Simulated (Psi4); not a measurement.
## Run report: C2HF2, property calculation

The run: property calculation of C2HF2, multiplicity 2. Method and program: B3LYP/def2-SVP, UKS (Psi4 1.11).

The geometry comes from this level: PBE0-D4/def2-TZVP.

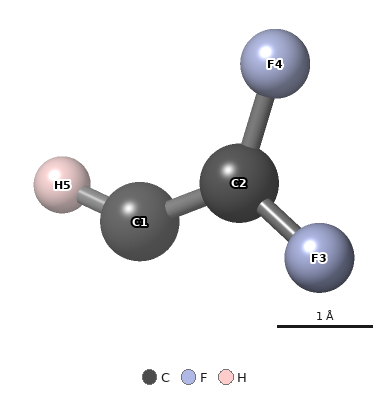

**Figure 1.** The structure (ball-and-stick view, seen at a tilt; atoms are numbered from 1 in the order of the input). Bond lengths as drawn: C–C 1.30 Å, C–F 1.31 to 1.32 Å and C–H 1.07 Å.

### Input (job.in)
```
memory 1600 mb

molecule {
  0 2
  C     -0.05329028     1.72475303    -0.02815692
  C      0.30915919    -0.69182873     0.23545988
  F      1.97249613    -1.72286331     1.76216961
  F     -0.93087909    -2.48158835    -0.98322450
  H     -1.20299965     3.03206557    -1.06467170
  units au
  symmetry c1
}

set basis def2-SVP
set reference uks
set puream true
set scf_type direct
set dft_radial_points 99
set dft_spherical_points 590
set ints_tolerance 1e-08
set maxiter 150

result, w = energy("b3lyp", return_wfn=True)
oeprop(w, "DIPOLE", "QUADRUPOLE", "MULLIKEN_CHARGES", "LOWDIN_CHARGES")
```

Run on 1 thread of Intel Xeon (Sapphire Rapids), 64 GiB of memory available, shared host.

Launched with:
```bash
psi4 -n 1 job.in job.out
```

### The program's output
```
Psi4 1.11 release

   => Loading Basis Set <=

    Name: DEF2-SVP
    Role: ORBITAL
    Keyword: BASIS

         ---------------------------------------------------------
                                   SCF
                              UKS Reference
                        1 Threads,   1525 MiB Core
         ---------------------------------------------------------

  ==> Geometry <==

    Molecular point group: c1
    Full point group: C1

    Geometry (in Bohr), charge = 0, multiplicity = 2:

       Center              X                  Y                   Z               Mass
    ------------   -----------------  -----------------  -----------------  -----------------
         C           -0.396869375054     2.747328404948    -0.285492700270    12.000000000000
         C           -0.034419905054     0.330746644948    -0.021875900270    12.000000000000
         F            1.628917034946    -0.700287935052     1.504833829730    18.998403162730
         F           -1.274458185054    -1.459012975052    -1.240560280270    18.998403162730
         H           -1.546578745054     4.054640944948    -1.322007480270     1.007825032230

  Running in c1 symmetry.

  Rotational constants: A =      0.38936  B =      0.36664  C =      0.18883 [cm^-1]
  Rotational constants: A =  11672.74901  B =  10991.68320  C =   5660.99155 [MHz]
  Nuclear repulsion =  109.976039955884801

  Charge       = 0
  Multiplicity = 2
  Electrons    = 31
  Nalpha       = 16
  Nbeta        = 15

  ==> Algorithm <==

  SCF Algorithm Type is DIRECT.
  DIIS enabled.
  MOM disabled.
  Fractional occupation disabled.
  Guess Type is SAD.
  Energy threshold   = 1.00e-06
  Density threshold  = 1.00e-06
  Integral threshold = 1.00e-08

  ==> Primary Basis <==

  Basis Set: DEF2-SVP
    Blend: DEF2-SVP
    Number of shells: 27
    Number of basis functions: 61
    Number of Cartesian functions: 65
    Spherical Harmonics?: true
    Max angular momentum: 2

  ==> DFT Potential <==

   => LibXC <=

    Version 7.1.2

   => Composite Functional: B3LYP <=

    B3LYP Hyb-GGA Exchange-Correlation Functional

    Deriv               =              1
    GGA                 =           TRUE
    Meta                =          FALSE

    Exchange Hybrid     =           TRUE
    MP2 Hybrid          =          FALSE

   => Exchange Functionals <=

    0.0800   Slater exchange
    0.7200         Becke 88

   => Exact (HF) Exchange <=

    0.2000               HF

   => Correlation Functionals <=

    0.1900   Vosko, Wilk & Nusair (VWN5_RPA)
    0.8100   Lee, Yang & Parr

   => LibXC Density Thresholds  <==

    XC_HYB_GGA_XC_B3LYP:  1.00E-15

   => Molecular Quadrature <=

    Radial Scheme          =       TREUTLER
    Pruning Scheme         =           NONE
    Nuclear Scheme         =       TREUTLER

    Blocking Scheme        =         OCTREE
    BS radius alpha        =              1
    Pruning alpha          =              1
    Radial Points          =             99
    Spherical Points       =            590
    Total Points           =         279389
    Total Blocks           =           2085
    Max Points             =            256
    Max Functions          =             60
    Weights Tolerance      =       1.00E-15

   => Loading Basis Set <=

    Name: (DEF2-SVP AUX)
    Role: JKFIT
    Keyword: DF_BASIS_SCF

  Starting with a DF guess...

  ==> Integral Setup <==

  DFHelper Memory: AOs need 0.010 GiB; user supplied 0.706 GiB.
  SCF_SUBTYPE=INCORE selected. In-core MEM_DF algorithm will be used.
  Using in-core AOs.

  ==> MemDFJK: Density-Fitted J/K Matrices <==

    J tasked:                   Yes
    K tasked:                   Yes
    wK tasked:                   No
    Memory [MiB]:               722
    Algorithm:                 Core
    Schwarz Cutoff:           1E-08
    Mask sparsity (%):       0.7525
    Fitting Condition:        1E-10

   => Auxiliary Basis Set <=

  Basis Set: (DEF2-SVP AUX)
    Blend: DEF2-UNIVERSAL-JKFIT
    Number of shells: 106
    Number of basis functions: 322
    Number of Cartesian functions: 384
    Spherical Harmonics?: true
    Max angular momentum: 4

  Cached 100.0% of DFT collocation blocks in 0.412 [GiB].

  Minimum eigenvalue in the overlap matrix is 2.6302349598E-03.
  Reciprocal condition number of the overlap matrix is 6.3276117569E-04.
    Using symmetric orthogonalization.

  ==> Pre-Iterations <==

  SCF Guess: Superposition of Atomic Densities via on-the-fly atomic UHF (no occupation information).

   -------------------------
    Irrep   Nso     Nmo
   -------------------------
     A         61      61
   -------------------------
    Total      61      61
   -------------------------

  ==> Iterations <==

                           Total Energy        Delta E     RMS |[F,P]|

   @DF-UKS iter SAD:  -275.84663648319344   -2.75847e+02   0.00000e+00
   @DF-UKS iter   1:  -276.03591470204947   -1.89278e-01   7.94782e-03 ADIIS/DIIS
   @DF-UKS iter   2:  -275.98897427334146    4.69404e-02   8.91549e-03 ADIIS/DIIS
   @DF-UKS iter   3:  -276.14752333595817   -1.58549e-01   2.52383e-03 ADIIS/DIIS
   @DF-UKS iter   4:  -276.15940459594134   -1.18813e-02   3.63067e-04 ADIIS/DIIS
   @DF-UKS iter   5:  -276.15959689257784   -1.92297e-04   2.11213e-04 ADIIS/DIIS
   @DF-UKS iter   6:  -276.15966941060401   -7.25180e-05   5.53850e-05 DIIS
   @DF-UKS iter   7:  -276.15968796929644   -1.85587e-05   2.15807e-05 DIIS
   @DF-UKS iter   8:  -276.15969579317709   -7.82388e-06   1.06098e-05 DIIS
   @DF-UKS iter   9:  -276.15969650106314   -7.07886e-07   7.90649e-06 DIIS
   @DF-UKS iter  10:  -276.15969670787149   -2.06808e-07   1.06844e-06 DIIS
   @DF-UKS iter  11:  -276.15969671418924   -6.31775e-09   2.39647e-07 DIIS

  DF guess converged.

  ==> DirectJK: Integral-Direct J/K Matrices <==

    J tasked:                  Yes
    K tasked:                  Yes
    wK tasked:                  No
    Integrals threads:           1
    Screening Type:           CSAM
    Screening Cutoff:        1E-08
    Incremental Fock:           No

   @UKS iter  12:  -276.15968396124532   -2.76160e+02   2.57547e-06 DIIS
   @UKS iter  13:  -276.15968397356727   -1.23219e-08   3.63575e-07 DIIS
  Energy and wave function converged.

  ==> Post-Iterations <==

   Electrons on quadrature grid:
      Nalpha   =   16.0000000062 ; deviation = 6.179e-09
      Nbeta    =   14.9999999875 ; deviation = -1.248e-08
      Ntotal   =   30.9999999937 ; deviation = -6.304e-09

   @Spin Contamination Metric:   8.445977464E-03
   @S^2 Expected:                7.500000000E-01
   @S^2 Observed:                7.584459775E-01
   @S   Expected:                5.000000000E-01
   @S   Observed:                5.000000000E-01

    Orbital Energies [Eh]
    ---------------------

    Alpha Occupied:

       1A    -24.733588     2A    -24.732234     3A    -10.366045
       4A    -10.230825     5A     -1.283798     6A     -1.219413
       7A     -0.791897     8A     -0.642958     9A     -0.590480
      10A     -0.541350    11A     -0.534155    12A     -0.458340
      13A     -0.453553    14A     -0.436980    15A     -0.293845
      16A     -0.286951

    Alpha Virtual:

      17A      0.014827    18A      0.081045    19A      0.142898
      20A      0.209697    21A      0.286956    22A      0.400933
      23A      0.436730    24A      0.447005    25A      0.491445
      26A      0.519384    27A      0.540754    28A      0.641438
      29A      0.707149    30A      0.771574    31A      1.091220
      32A      1.121716    33A      1.135663    34A      1.171267
      35A      1.338774    36A      1.348815    37A      1.353886
      38A      1.479697    39A      1.481569    40A      1.622913
      41A      1.628736    42A      1.721490    43A      1.796378
      44A      1.864287    45A      1.918647    46A      1.948060
      47A      2.146471    48A      2.317737    49A      2.387016
      50A      2.570199    51A      2.947314    52A      3.018040
      53A      3.025839    54A      3.038530    55A      3.062564
      56A      3.265892    57A      3.308484    58A      3.341090
      59A      3.653848    60A      3.764553    61A      3.946713

    Beta Occupied:

       1A    -24.731921     2A    -24.731674     3A    -10.367373
       4A    -10.214621     5A     -1.281739     6A     -1.216629
       7A     -0.768452     8A     -0.635604     9A     -0.583805
      10A     -0.536000    11A     -0.526555    12A     -0.454307
      13A     -0.449873    14A     -0.433595    15A     -0.273789

    Beta Virtual:

      16A     -0.122808    17A      0.023007    18A      0.090200
      19A      0.143963    20A      0.223895    21A      0.299802
      22A      0.406839    23A      0.450520    24A      0.480187
      25A      0.498657    26A      0.544448    27A      0.549979
      28A      0.657461    29A      0.719383    30A      0.788332
      31A      1.092118    32A      1.121818    33A      1.140779
      34A      1.173586    35A      1.341896    36A      1.354599
      37A      1.363112    38A      1.509766    39A      1.510154
      40A      1.628258    41A      1.639447    42A      1.752194
      43A      1.803232    44A      1.867167    45A      1.926391
      46A      1.982848    47A      2.167775    48A      2.334364
      49A      2.400697    50A      2.600538    51A      2.959893
      52A      3.018596    53A      3.027388    54A      3.039251
      55A      3.064370    56A      3.277899    57A      3.308746
      58A      3.342086    59A      3.657227    60A      3.767485
      61A      3.952727

    Final Occupation by Irrep:
              A
    DOCC [    15 ]
    SOCC [     1 ]
    NA   [    16 ]
    NB   [    15 ]

  @UKS Final Energy:  -276.15968397356727

   => Energetics <=

    Nuclear Repulsion Energy =            109.9760399558848007
    One-Electron Energy =                -598.8576399015387324
    Two-Electron Energy =                 238.6516498842522367
    DFT Exchange-Correlation Energy =     -25.9297339121655881
    Empirical Dispersion Energy =           0.0000000000000000
    VV10 Nonlocal Energy =                  0.0000000000000000
    Total Energy =                       -276.1596839735672688

  UHF NO Occupations:
  HONO-2 :   14  A 1.9992838
  HONO-1 :   15  A 1.9967333
  HONO-0 :   16  A 1.0000000
  LUNO+0 :   17  A 0.0032667
  LUNO+1 :   18  A 0.0007162
  LUNO+2 :   19  A 0.0001509
  LUNO+3 :   20  A 0.0000783

Computation Completed

Properties will be evaluated at   0.000000,   0.000000,   0.000000 [a0]

Properties computed using the SCF density matrix

 Multipole Moments:

 ------------------------------------------------------------------------------------
     Multipole            Electronic (a.u.)      Nuclear  (a.u.)        Total (a.u.)
 ------------------------------------------------------------------------------------

 L = 1.  Multiply by 2.5417464519 to convert [e a0] to [Debye]
 Dipole X            :          0.7314954           -0.9441848           -0.2126894
 Dipole Y            :         -2.7484806            3.0893831            0.3409024
 Dipole Z            :          0.5991164           -0.7877571           -0.1886407
 Magnitude           :                                                    0.4438880

 ------------------------------------------------------------------------------------

	total time  =         10 seconds =       0.17 minutes

Properties will be evaluated at   0.000000,   0.000000,   0.000000 [a0]
OEProp: No title given, name of density matrix used for the following properties is 'SCF alpha density'

 Multipole Moments:

 ------------------------------------------------------------------------------------
     Multipole            Electronic (a.u.)      Nuclear  (a.u.)        Total (a.u.)
 ------------------------------------------------------------------------------------

 L = 1.  Multiply by 2.5417464519 to convert [e a0] to [Debye]
 Dipole X            :          0.7314954           -0.9441848           -0.2126894
 Dipole Y            :         -2.7484806            3.0893831            0.3409024
 Dipole Z            :          0.5991164           -0.7877571           -0.1886407
 Magnitude           :                                                    0.4438880

 L = 2.  Multiply by 1.3450342976 to convert [e a0^2] to [Debye ang]
 Quadrupole XX       :        -57.6647374           41.8425753          -15.8221621
 Quadrupole XY       :          5.4082928           -6.4124494           -1.0041566
 Quadrupole XZ       :        -39.0431700           39.0195513           -0.0236187
 Quadrupole YY       :       -100.8072507           85.9554519          -14.8517988
 Quadrupole YZ       :          2.3937236           -3.3041420           -0.9104184
 Quadrupole ZZ       :        -52.3527631           36.4712436          -15.8815195
 Traceless XX        :         12.6101797          -12.9138483           -0.3036686
 Traceless YY        :        -30.5323336           31.1990283            0.6666947
 Traceless ZZ        :         17.9221540          -18.2851800           -0.3630261

 ------------------------------------------------------------------------------------
  Mulliken Charges: (a.u.)
   Center  Symbol    Alpha    Beta     Spin     Total
       1     C     3.61250  2.56494  1.04757 -0.17744
       2     C     2.75339  2.83334 -0.07994  0.41327
       3     F     4.57962  4.56693  0.01270 -0.14655
       4     F     4.59392  4.55985  0.03407 -0.15377
       5     H     0.46056  0.47495 -0.01439  0.06449

   Total alpha = 16.00000, Total beta = 15.00000, Total charge =  0.00000

  Lowdin Charges: (a.u.)
   Center  Symbol    Alpha    Beta     Spin     Total
       1     C     3.50747  2.56520  0.94227 -0.07268
       2     C     2.95305  2.95618 -0.00313  0.09077
       3     F     4.51826  4.50508  0.01318 -0.02333
       4     F     4.53413  4.49680  0.03733 -0.03093
       5     H     0.48709  0.47673  0.01036  0.03617

  Total alpha = 16.00000, Total beta = 15.00000, Total charge =  0.00000

    Psi4 run time: 0:00:10.13
```

### Summary

| quantity | value |
| --- | --- |
| outcome | converged |
| total energy | −276.159684 hartree |
| basis functions | 61 |
| ⟨S²⟩ | 0.758 |
| dipole moment | 1.13 D |
| wall time | 11 s |
| peak memory | 0.65 GiB |
